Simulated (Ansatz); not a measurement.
## Electronic structure of C₂H₇NO₂Si in real space

```yaml
atoms:
  - { symbol: N, position_ang: [1.8776, -1.7733, -0.0497] }
  - { symbol: C, position_ang: [1.0553, -0.6734, 0.3262] }
  - { symbol: O, position_ang: [-0.3120, -0.8030, -0.1970] }
  - { symbol: Si, position_ang: [-1.4876, 0.3277, 0.1326] }
  - { symbol: C, position_ang: [-0.9537, 2.0900, -0.4713] }
  - { symbol: O, position_ang: [0.2059, 2.3570, -0.7742] }
  - { symbol: H, position_ang: [1.9453, -1.8340, -1.0709] }
  - { symbol: H, position_ang: [1.4712, -2.6546, 0.2817] }
  - { symbol: H, position_ang: [1.4835, 0.2628, -0.0669] }
  - { symbol: H, position_ang: [1.0048, -0.6224, 1.4302] }
  - { symbol: H, position_ang: [-1.7989, 0.4702, 1.6038] }
  - { symbol: H, position_ang: [-2.7292, -0.0838, -0.5979] }
  - { symbol: H, position_ang: [-1.7420, 2.9020, -0.5320] }
```

Method: Ansatz 0.2.0, RKS PBE-D4/6-31G*.

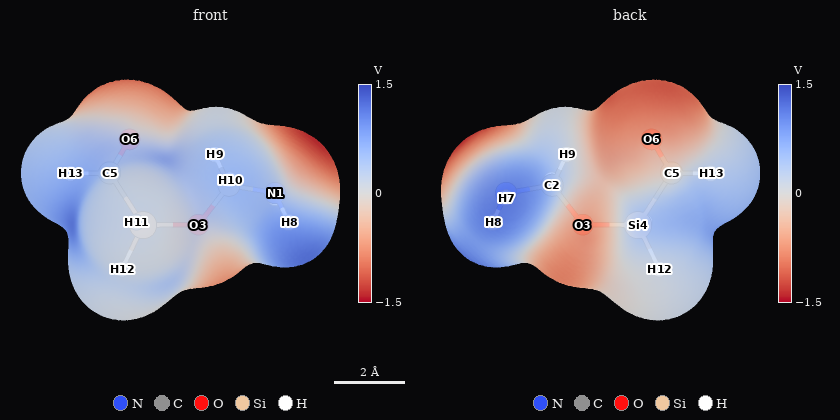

Figure 1. The electrostatic potential painted on the density surface at 0.001 e/bohr³, seen from the front and from behind; red is negative and blue positive.

### Where is the surface potential most negative and most positive?

The most negative region (about −1.4 V, or −32 kcal/mol for a unit charge) lies over N1, the most positive (about +1.2 V, or +28 kcal/mol for a unit charge) over Si4, H7 and H8. N1 is the likeliest acceptor of a hydrogen bond.

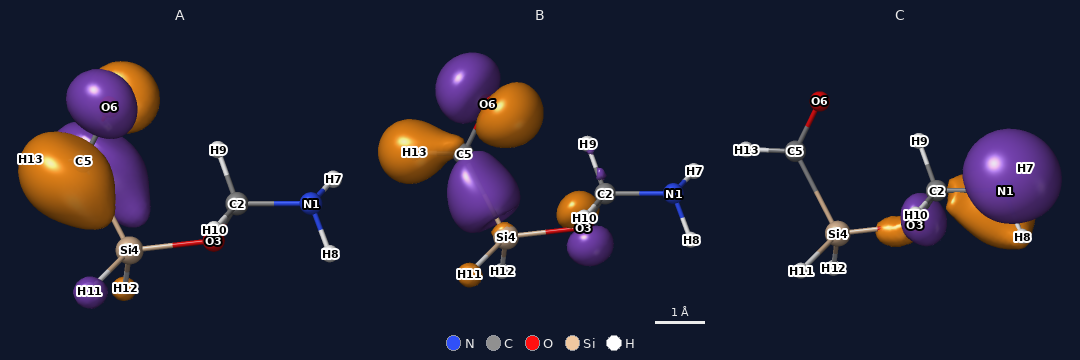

Figure 2. Three frontier orbitals at ±0.15 Å⁻³ᐟ² (orange and purple are the two phases), in no order.

### Order the three orbitals by energy and name them.

C is the HOMO−1 (−5.92 eV). By Hirshfeld shares it lies mainly on N1 (about 70 %), C2 (about 5 %) and O3 (about 5 %); largely a lone pair of N1. B is the HOMO (−5.21 eV). By Hirshfeld shares it lies mainly on O6 (about 50 %), C5 (about 15 %), Si4 (about 10 %), H13 (about 10 %) and O3 (about 5 %). A is the LUMO (−2.47 eV). It lies mainly on C5 (about 45 %) and O6 (about 35 %); π-antibonding (π*) across C5–O6.

### What is the HOMO–LUMO gap?

2.74 eV between the orbital energies.

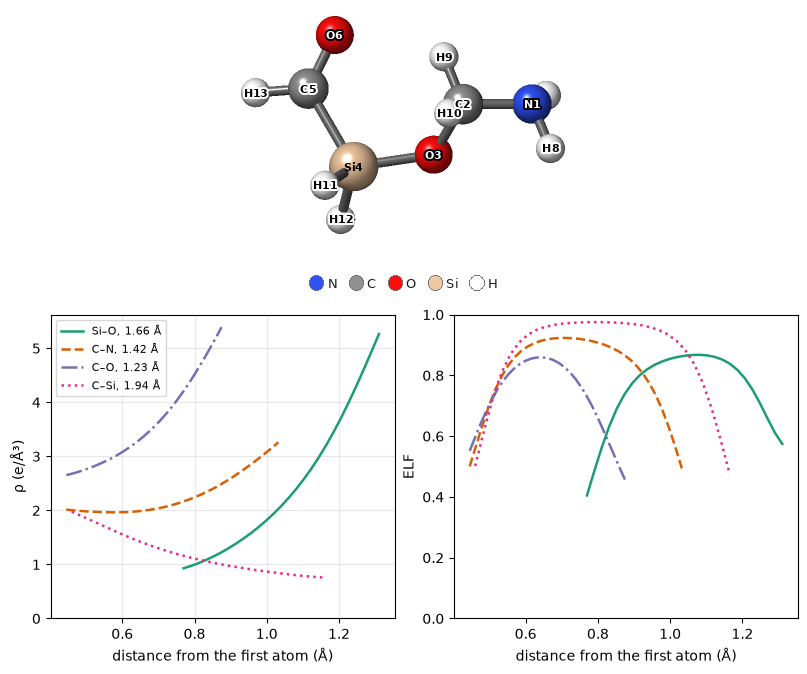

Figure 3. Total electron density and electron localisation function along straight lines between neighbouring atoms. The curves leave out the atomic cores. The structure is drawn too.

### What can be read from the curves?

Si–O (1.66 Å): ρ is about 1.1 e/Å³ halfway; the ELF peaks at about 0.85 between the atoms (a polar covalent bond).
C–N (1.42 Å): ρ is about 2.1 e/Å³ halfway; the ELF peaks at about 0.90 between the atoms; localised, covalent bonding.
C–O (1.23 Å): ρ at the midpoint is about 3.1 e/Å³; the ELF peaks at about 0.85 between the atoms: a short, multiple covalent bond.
C–Si (1.94 Å): ρ is about 0.9 e/Å³ halfway; the ELF peaks at about 1 between the atoms, as expected for localised, covalent bonding.

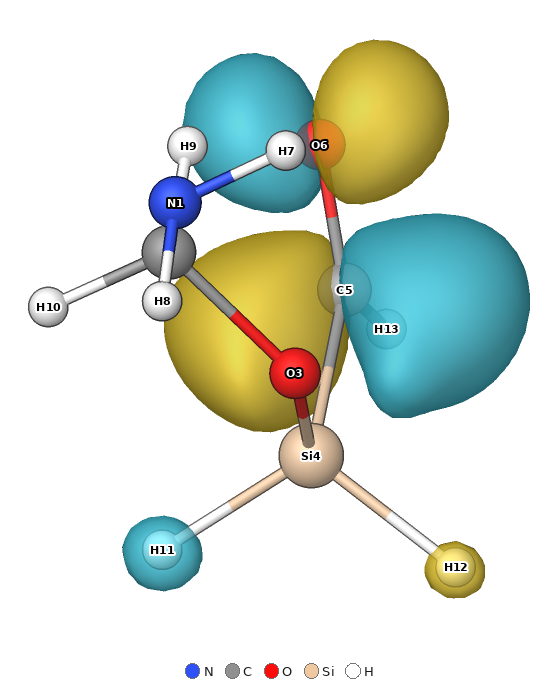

Figure 4. The LUMO at ±0.15 Å⁻³ᐟ² (yellow and cyan are the two phases), seen at an oblique angle.

### What is the character of this orbital?

It lies mainly on C5 (about 45 %) and O6 (about 35 %); π-antibonding (π*) across C5–O6. Its energy is −2.47 eV.
